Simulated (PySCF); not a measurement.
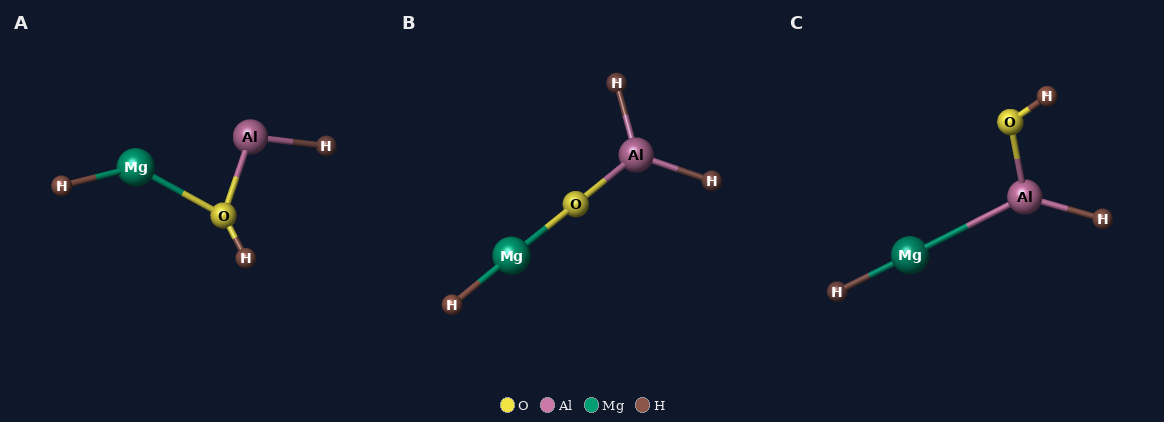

3 stationary structures of one formula. Geometries: PBE-D4/def2-SVP. Electronic energies: PBE-D4/def2-SVP (PySCF 2.14.0), without zero-point energy. No frequency run is at hand to confirm each as a minimum.

### Which is lowest in energy, and by how much?

B is lowest; A lies 0.948 eV above it (Cs), C lies 1.189 eV above it (Cs).
